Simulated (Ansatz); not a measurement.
CH$_{2}$Si$_{2}$

Input file:

```
crystal:
  periodic: [false, false, false]
  atoms:
    - {symbol: C, position_ang: [-0.296626, 0.390911, 0.913839]}
    - {symbol: Si, position_ang: [0.029124, -0.503809, -0.559483]}
    - {symbol: Si, position_ang: [-0.233824, -1.336795, 1.541570]}
    - {symbol: H, position_ang: [0.187726, 0.136328, -1.907112]}
    - {symbol: H, position_ang: [-0.462730, 1.381706, 1.351797]}
basis:
  gaussian: {orbitals: def2-TZVPD}
hamiltonian: {xc: pbe0}
output: {forces: true, orbitals: {seedname: orbitals}}
```

Command:

```sh
ansatz run input.yaml --threads 1 --pin off --max-ram 2610MiB --events-out events.jsonl --progress --plain --runs-dir runs
```

Geometry: r2SCAN-D4/def2-SVP.

All numbers below come from isolated molecule in a Gaussian basis; Kohn-Sham density functional theory, functional PBE0 in Ansatz.

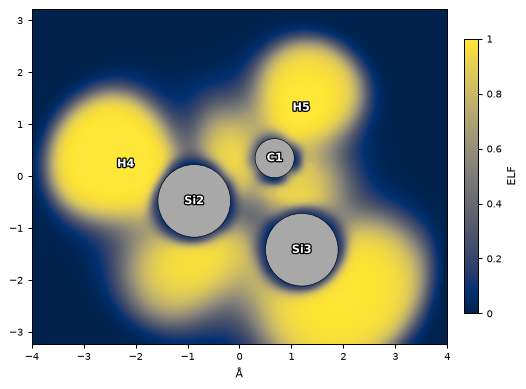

Figure 1. ELF on the molecular plane. Grey discs cover the atomic cores.

Q: What do the fields say about this system?

A: The plane passes through C, Si and H nuclei. C–Si (1.75 Å): the ELF peaks at about 0.90 between the atoms: a covalent bond. Si–Si (2.28 Å): the ELF reaches about 0.50 near the midpoint. C–H (1.10 Å): the ELF climbs to about 1 towards the hydrogen, as it does in any bond to H; an ordinary covalent bond to hydrogen. C–Si (1.84 Å): the ELF peaks at about 0.90 between the atoms (a shared electron pair). Si–H (1.50 Å): the ELF climbs to about 1 towards the hydrogen. The ELF also peaks beside Si3, away from the bonds: lone-pair regions.

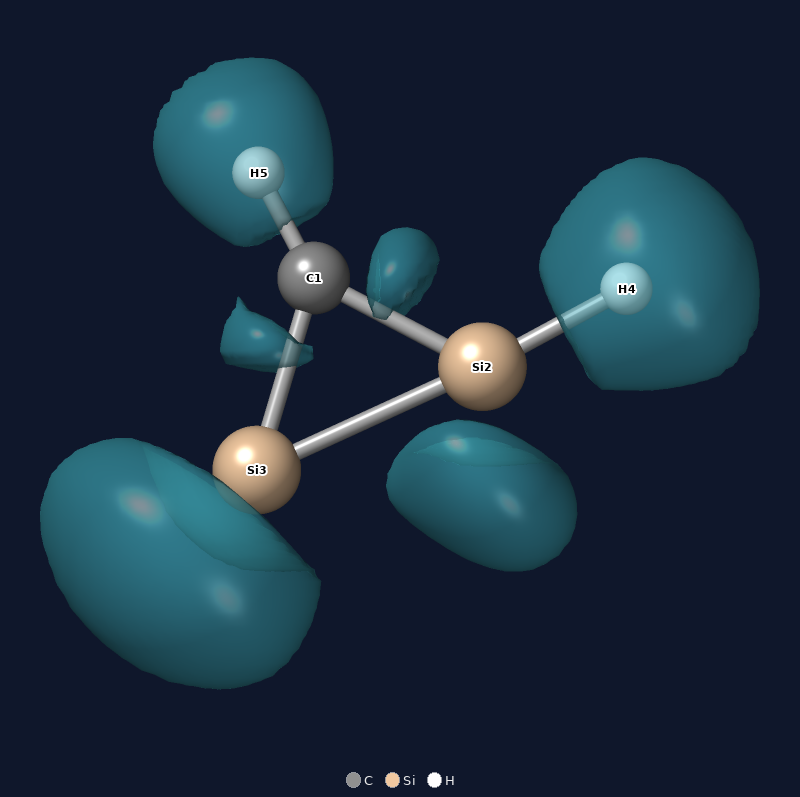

Figure 2. Isosurface of the ELF at 0.85 (cyan), seen at a tilt. Core shells and regions of very low density are left out.

Q: What do the ELF domains correspond to?

A: The surface consists of two regions between bonded C–Si atoms (shared pairs), two regions around hydrogen nuclei and two lobes on Si, pointing away from the bonds (lone pairs).

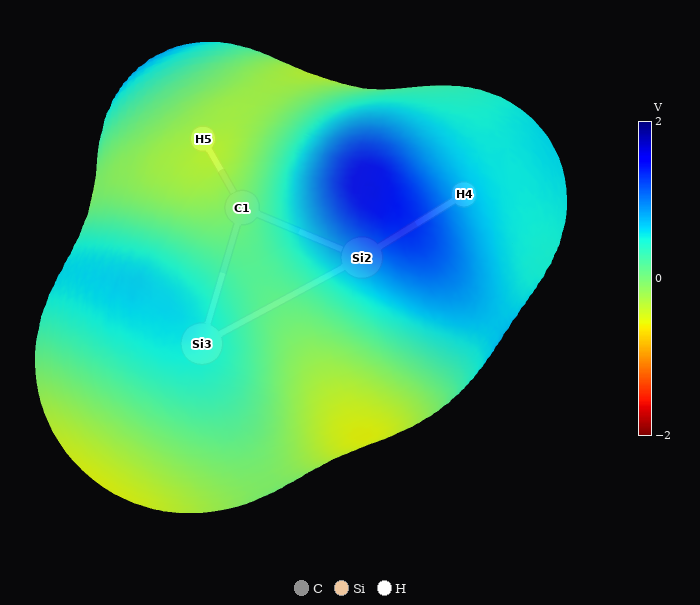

Figure 3. The molecular electrostatic potential painted on the density surface at 0.002 e/bohr³, seen at a tilt; the colour scale runs from red (negative) to blue (positive).

Q: Which sites attract a positive test charge, and which a negative one?

A: A positive charge is drawn to the negative regions and a negative charge to the positive ones. The most negative region (about −0.5 V) lies over Si3, the most positive (about +1.5 V) over Si2.

Q: What dipole moment does the calculation give?

A: Its dipole moment is 1.02 D.
